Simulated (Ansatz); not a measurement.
# Current against voltage: bond stretched by 2.5 Å, between Pt atomic chains, part 2 of 2

Wanted: I(V), the voltage drop and T(E, V).

Ansatz 0.2.0; DFT PBE, plane waves, PAW; current against voltage, self-consistent under bias.

So far: The starting structure; The sweep under bias.

## Step 2: The sweep under bias (continued)

Bias 1.5 V. Transmission and channels at 1.5 V against energy, zero at the mean Fermi level:

```tsv
energy (eV)	transmission, up	transmission, down	channels left up	channels left dn	channels right up	channels right dn
-1.008	0.0259	0.0132	4	3	4	4
-0.957	0.0467	0.0159	4	4	4	4
-0.905	0.0337	0.0174	4	4	4	4
-0.801	0.0304	0.0214	5	4	4	4
-0.698	0.0367	0.0265	6	6	4	4
-0.595	0.0462	0.0320	6	6	4	4
-0.491	0.0445	0.0376	6	6	3	4
-0.388	0.0496	0.0442	6	6	3	4
-0.310	0.0497	0.0458	6	6	3	3
-0.207	0.0514	0.0476	6	6	3	3
-0.103	0.0552	0.0488	6	6	3	3
0.000	0.0613	0.0500	6	6	3	3
0.103	0.0657	0.0520	6	6	1	3
0.207	0.0736	0.0553	6	6	1	1
0.310	0.0822	0.0610	4	6	1	1
0.388	0.0888	0.0662	4	4	1	1
0.491	0.0969	0.0742	4	4	1	1
0.595	0.104	0.0823	4	4	1	1
0.698	0.110	0.0894	4	4	1	1
0.801	0.115	0.0953	4	4	1	1
0.905	0.121	0.100	4	4	1	1
0.982	0.131	0.107	4	4	1	1
1.008	0.111	0.110	3	4	1	1
```

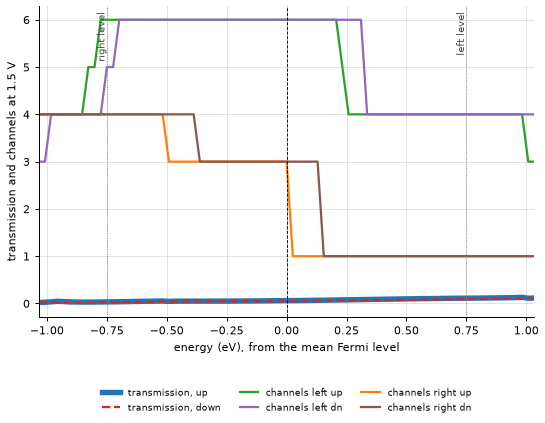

Transmission and channels at 1.5 V against energy.

Hartree potential energy less that at 0 V, planar mean against z:

```tsv
z (Å)	0.3 V (eV)	0.6 V (eV)	1 V (eV)	1.5 V (eV)
90	0.0465	0.0936	0.157	0.238
100	0.150	0.300	0.500	0.750
110	0.147	0.295	0.492	0.739
120	0.144	0.289	0.482	0.725
130	0.143	0.287	0.479	0.722
140	-0.138	-0.278	-0.465	-0.700
150	-0.146	-0.294	-0.492	-0.741
160	-0.147	-0.295	-0.493	-0.741
170	-0.148	-0.296	-0.494	-0.743
180	-0.0725	-0.144	-0.239	-0.358
```

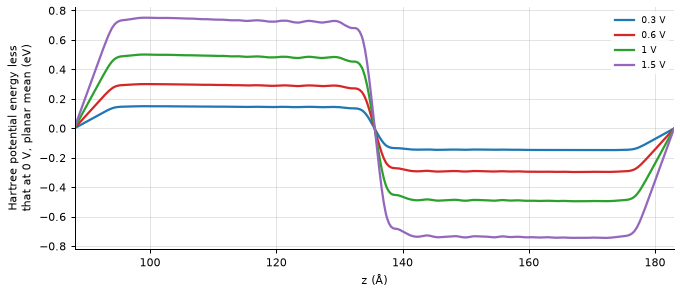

Hartree potential energy less that at 0 V, planar mean, plotted against z.

The electron density less that at 0 V, planar mean (0.3 V) oscillates, so the rows of the table below give means over windows of 10 Å about each position, cut where the curve ends. Its first 14 maxima inside the range that stand out by 2 % of the span (Å: e/Å³): 94.0: 6.8e-5, 97.0: 4.8e-6, 104.3: 5.0e-6, 106.4: 6.1e-6, 109.1: 6.1e-6, 111.6: 7.8e-6, 113.7: 8.3e-6, 117.0: 1.4e-5, 119.2: 2.9e-6, 120.8: 2.4e-5, 121.7: 2.1e-5, 123.3: -5.7e-6, 125.3: 1.6e-5, 130.2: 3.0e-5. Its first 14 minima: 96.4: -6.9e-6, 100.8: -5.5e-6, 105.6: -8.2e-6, 108.1: -1.0e-5, 110.6: -1.0e-5, 112.9: -1.4e-5, 115.4: -1.8e-5, 118.8: -2.5e-5, 119.8: -1.8e-5, 121.2: -8.8e-7, 122.6: -2.1e-5, 123.6: -1.9e-5, 127.1: -3.0e-5, 130.9: -1.7e-5.

Electron density less that at 0 V, planar mean against z; means over each step:

```tsv
z (Å)	0.3 V (e/Å³)	0.6 V (e/Å³)	1 V (e/Å³)	1.5 V (e/Å³)
90	1.5e-5	3.1e-5	5.2e-5	7.8e-5
100	2.8e-6	5.4e-6	8.8e-6	1.3e-5
110	1.7e-8	3.2e-7	8.2e-7	1.1e-6
120	-6.4e-7	-1.6e-6	-2.6e-6	-3.6e-6
130	4.2e-5	8.4e-5	1.4e-4	2.1e-4
140	-4.0e-5	-8.1e-5	-1.4e-4	-2.0e-4
150	-1.4e-6	-3.2e-6	-5.7e-6	-8.3e-6
160	3.1e-7	8.4e-7	1.6e-6	2.5e-6
170	-3.0e-7	-3.8e-7	-6.4e-7	-1.3e-6
180	-1.6e-5	-3.2e-5	-5.3e-5	-7.9e-5
```

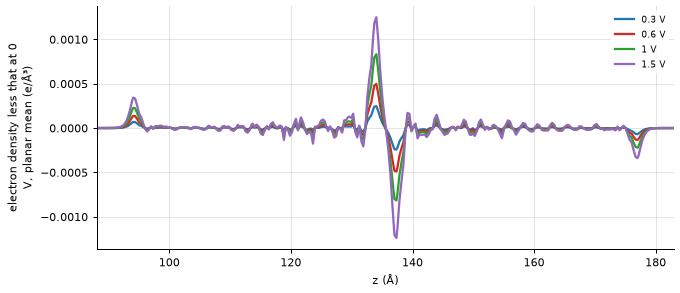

Electron density less that at 0 V, planar mean, plotted against z.

By hand: at 1.5 V the window reaches from -0.75 to 0.75 eV, and the mean transmission a spin over it is 0.0611. With sharp Fermi edges I = G0 × V × T̄ = 77.48 μS × 1.5 V × 0.0611 = 7.10 μA, against 7.11 μA from the program at 300 K.

The zero-bias conductance is 0.0818 G₀; current over voltage goes 0.0801 at +0.3 V, 0.0738 at +0.6 V, 0.0661 at +1 V and 0.0612 at +1.5 V in the same unit. The leads' misfit reaches 65 meV.

## Step 3: The sweep under bias

This step: DFT PBE, plane waves, PAW; current against voltage, self-consistent under bias; changed: basis.ecutwfc = "40 Ry/bohr", scf.max_iter = 80 (Ansatz 0.2.0).

The input of the bias sweep is made doubtful on purpose.

File input.yaml:

```yaml
crystal:
  lattice:
    - [6.0, 0.0, 0.0]
    - [0.0, 6.0, 0.0]
    - [0.0, 0.0, 95.04]
  atoms:
    - { symbol: Pt, position: [0.5, 0.5, 0.0], spin: 0.6 }
    - { symbol: Pt, position: [0.5, 0.5, 0.025042088], spin: 0.6 }
    - { symbol: Pt, position: [0.5, 0.5, 0.050084175], spin: 0.6 }
    - { symbol: Pt, position: [0.5, 0.5, 0.075126263], spin: 0.6 }
    - { symbol: Pt, position: [0.5, 0.5, 0.10016835], spin: 0.6 }
    - { symbol: Pt, position: [0.5, 0.5, 0.125210438], spin: 0.6 }
    - { symbol: Pt, position: [0.5, 0.5, 0.150252525], spin: 0.6 }
    - { symbol: Pt, position: [0.5, 0.5, 0.175294613], spin: 0.6 }
    - { symbol: Pt, position: [0.5, 0.5, 0.2003367], spin: 0.6 }
    - { symbol: Pt, position: [0.5, 0.5, 0.225378788], spin: 0.6 }
    - { symbol: Pt, position: [0.5, 0.5, 0.250420875], spin: 0.6 }
    - { symbol: Pt, position: [0.5, 0.5, 0.275462963], spin: 0.6 }
    - { symbol: Pt, position: [0.5, 0.5, 0.300505051], spin: 0.6 }
    - { symbol: Pt, position: [0.5, 0.5, 0.325547138], spin: 0.6 }
    - { symbol: Pt, position: [0.5, 0.5, 0.350589226], spin: 0.6 }
    - { symbol: Pt, position: [0.5, 0.5, 0.375631313], spin: 0.6 }
    - { symbol: Pt, position: [0.5, 0.5, 0.400673401], spin: 0.6 }
    - { symbol: Pt, position: [0.5, 0.5, 0.452020202], spin: 0.6 }
    - { symbol: Pt, position: [0.5, 0.5, 0.47706229], spin: 0.6 }
    - { symbol: Pt, position: [0.5, 0.5, 0.502104377], spin: 0.6 }
    - { symbol: Pt, position: [0.5, 0.5, 0.527146465], spin: 0.6 }
    - { symbol: Pt, position: [0.5, 0.5, 0.552188552], spin: 0.6 }
    - { symbol: Pt, position: [0.5, 0.5, 0.57723064], spin: 0.6 }
    - { symbol: Pt, position: [0.5, 0.5, 0.602272727], spin: 0.6 }
    - { symbol: Pt, position: [0.5, 0.5, 0.627314815], spin: 0.6 }
    - { symbol: Pt, position: [0.5, 0.5, 0.652356902], spin: 0.6 }
    - { symbol: Pt, position: [0.5, 0.5, 0.67739899], spin: 0.6 }
    - { symbol: Pt, position: [0.5, 0.5, 0.702441077], spin: 0.6 }
    - { symbol: Pt, position: [0.5, 0.5, 0.727483165], spin: 0.6 }
    - { symbol: Pt, position: [0.5, 0.5, 0.752525253], spin: 0.6 }
    - { symbol: Pt, position: [0.5, 0.5, 0.77756734], spin: 0.6 }
    - { symbol: Pt, position: [0.5, 0.5, 0.802609428], spin: 0.6 }
    - { symbol: Pt, position: [0.5, 0.5, 0.827651515], spin: 0.6 }
    - { symbol: Pt, position: [0.5, 0.5, 0.852693603], spin: 0.6 }
magnetization:
  spin_polarized: true
kpoints:
  mp_grid: { grid: [1, 1, 1] }
scf:
  occupations: { method: fermi_dirac, width: 0.1 }
  max_iter: 80
hamiltonian:
  xc: pbe
output:
  current_voltage:
    leads: [[10, 11], [22, 23]]
    bias: [0.3, 0.6, 1.0, 1.5]
    electrode_ends: [16, 17]
    kmesh: [1, 1]
  write_potential: true
  write_density: true
  volumetric_format: npy
basis:
  ecutwfc: "40 Ry/bohr"
```

The run is started by

```
ansatz run input.yaml --threads 4 --pin off --max-ram 16384MiB --backend cpu --events-out ev --progress --plain --runs-dir out
```

Numbers of over 12 decimals in the logs are rounded to 6 here.

Output:

```text
Error: YAML parse error: error: line 60 column 12: unknown unit factor `Ry/bohr`
  --> <input>:60:12
   |
58 |   volumetric_format: npy
59 | basis:
60 |   ecutwfc: "40 Ry/bohr"
   |            ^ unknown unit factor `Ry/bohr`
```

It took 0.03 s on 4 threads of Arm Neoverse V1, shared host; peak memory 0.023 GiB.

The input was rejected at the start.

The program's message: “Error: YAML parse error: error: line 60 column 12: unknown unit factor `Ry/bohr`”

The change that led to it: basis.ecutwfc = "40 Ry/bohr".

## Step 4: Outcome

```
conductance at zero bias : 0.0818 G₀
current at +0.3 V        : 1.86 μA
current at +0.6 V        : 3.43 μA
current at +1 V          : 5.12 μA
current at +1.5 V        : 7.11 μA
```

**Reading.** The junction conducts 0.0818 G₀ at zero bias and carries 7.11 μA at 1.50 V. At 1.50 V the current is 0.75 times what the zero-bias conductance would give; over all biases of the sweep that ratio lies between 0.75 and 0.98. Of the 1.50 V, 1.46 V drops at the junction and the rest at the reservoirs. The leads' misfit reaches 65 meV, above the few hundredths of an eV that the manual allows, so the currents are rough. A wire screens slowly, so the current depends on the leads' length and the box width; neither was converged here. Transport is coherent and elastic here: the atoms are frozen, so scattering by vibrations plays no part. Spin-orbit coupling is left out, which matters for the bands of heavy atoms. A cutoff under the files' recommended one was taken to save time; its effect on T(E) was not tested here.

[Logs are printed without paths, hosts, clocks, repeated set-up lines and the standing remarks that a program may print on its own settings, such as how far it seeks lower states.]

[Hosts, paths, dates, database ids (printed as entryN), source tags and the programs' standing remarks are cut or masked in the printed files.]
